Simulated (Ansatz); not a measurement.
**H₂Si···CH₄O: density, localisation and related maps**

The calculation's input:

```
crystal:
  periodic: [false, false, false]
  atoms:
    - { symbol: Si, position_ang: [-0.002492, 0.112889, -1.077322] }
    - { symbol: O, position_ang: [0.980588, 0.27028, 1.59612] }
    - { symbol: C, position_ang: [0.10703, -0.379093, 2.518752] }
    - { symbol: H, position_ang: [-0.551799, -1.133583, 2.033571] }
    - { symbol: H, position_ang: [0.679642, -0.862821, 3.34119] }
    - { symbol: H, position_ang: [-0.53621, 0.406274, 2.960914] }
    - { symbol: H, position_ang: [1.475289, -0.417634, 1.080151] }
    - { symbol: H, position_ang: [-1.02694, 1.258964, -0.92575] }
    - { symbol: H, position_ang: [-0.995208, -0.899276, -0.448925] }
basis:
  gaussian: { orbitals: def2-SVP }
hamiltonian:
  xc: pbe
  dispersion: d4
relax:
  f_tol: 0.03
  max_steps: 50
output:
  orbitals: {}
```

Command:

```sh
ansatz run input.yaml --threads 1 --pin off --max-ram 2048MiB --backend cpu --events-out ev --progress --plain --runs-dir out
```

The fields are those of the run's last geometry, not of the input's.

Computed with Ansatz, RKS PBE-D4/def2-SVP.

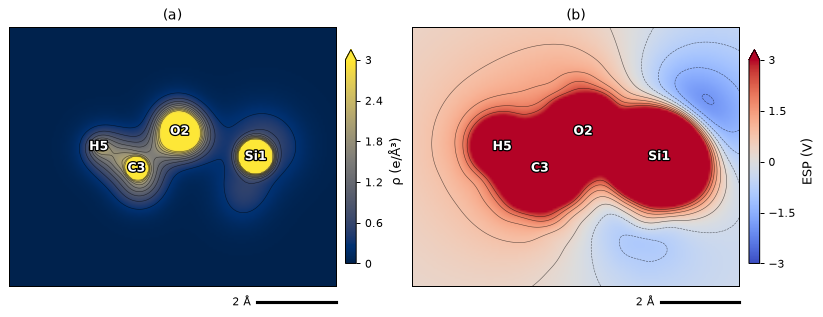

Figure 1. (a) total electron density; (b) electrostatic potential on the plane of atoms O2, C3 and H5.

What does the map show?

Atoms in the plane: Si, O, C and H.
Si1···O2 (2.04 Å): the density falls to about 0.36 e/Å³ on the way.
C–O (1.44 Å): ρ is about 1.9 e/Å³ halfway, with its minimum of 1.6 e/Å³ about 0.5 Å from C.
C–H (1.11 Å): ρ at the midpoint is about 1.9 e/Å³.
Outside the dense part of the complex the potential is most negative (−1.9 V) near Si1.

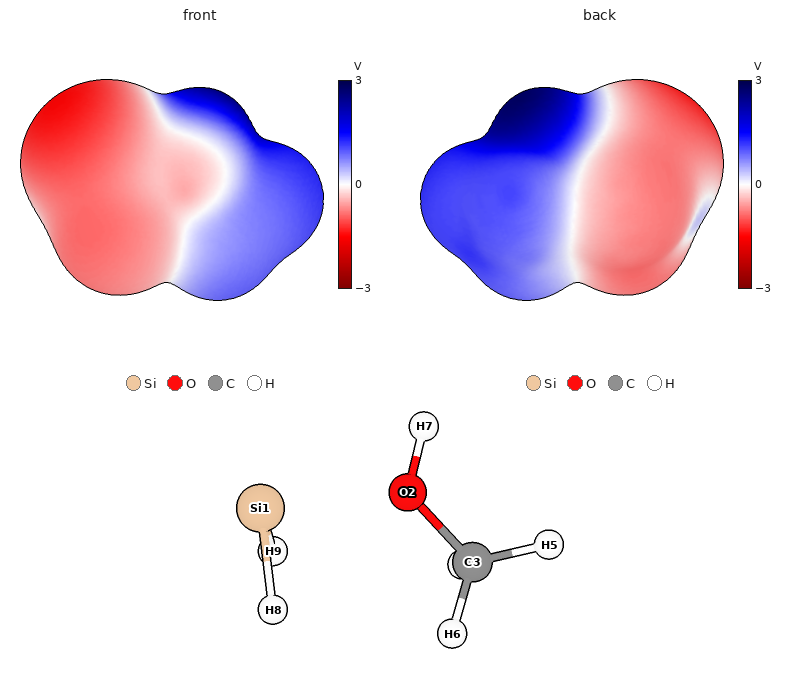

Figure 2. The electrostatic potential painted on the density surface at 0.001 e/bohr³, seen from the front and from behind; red is negative and blue positive. The bare structure is drawn below in the same view.

Where is the surface potential most negative and most positive?

The most negative region (about −1.4 V) lies over Si1, the most positive (about +2.7 V) over H7.

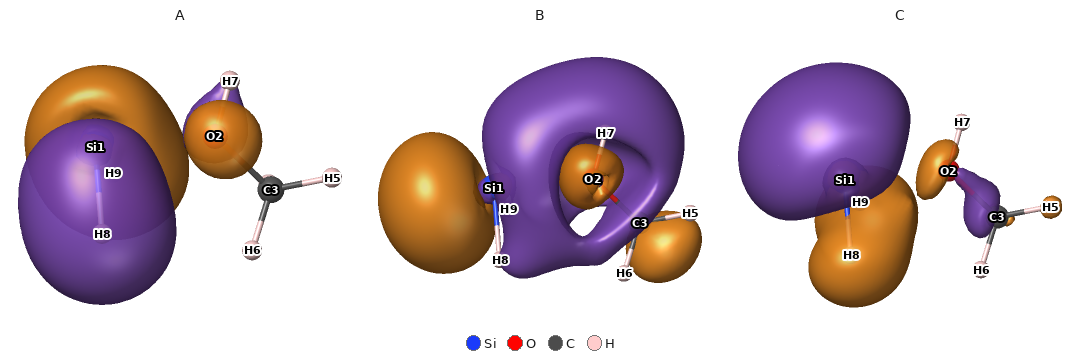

Figure 3. Three frontier orbitals at ±0.08 Å⁻³ᐟ² (orange and purple are the two phases), in no order.

Which picture is the HOMO−1, the HOMO and the LUMO?

A is the HOMO−1 (−6.62 eV). By Hirshfeld shares it lies mainly on Si1 (about 40 %), H9 (about 25 %) and H8 (about 25 %). C is the HOMO (−4.45 eV). By Hirshfeld shares it lies mainly on Si1 (about 75 %), H9 (about 10 %) and H8 (about 10 %). B is the LUMO (−1.36 eV). It lies mainly on Si1 (about 50 %), H7 (about 15 %), O2 (about 15 %) and C3 (about 10 %).

What is the HOMO–LUMO gap?

3.09 eV between the orbital energies.

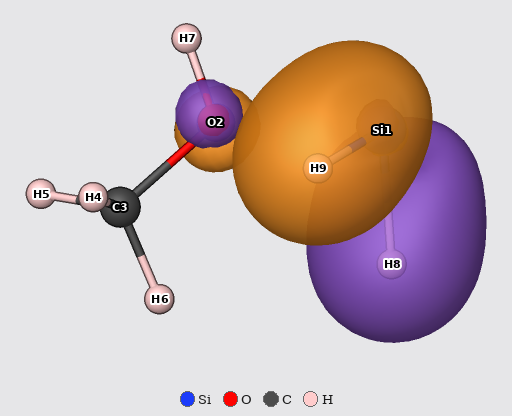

Figure 4. The HOMO−1 at ±0.15 Å⁻³ᐟ² (orange and purple are the two phases), seen at an oblique angle.

Describe this orbital and give its energy.

It lies mainly on Si1 (about 40 %), H9 (about 25 %) and H8 (about 25 %). Its energy is −6.62 eV.
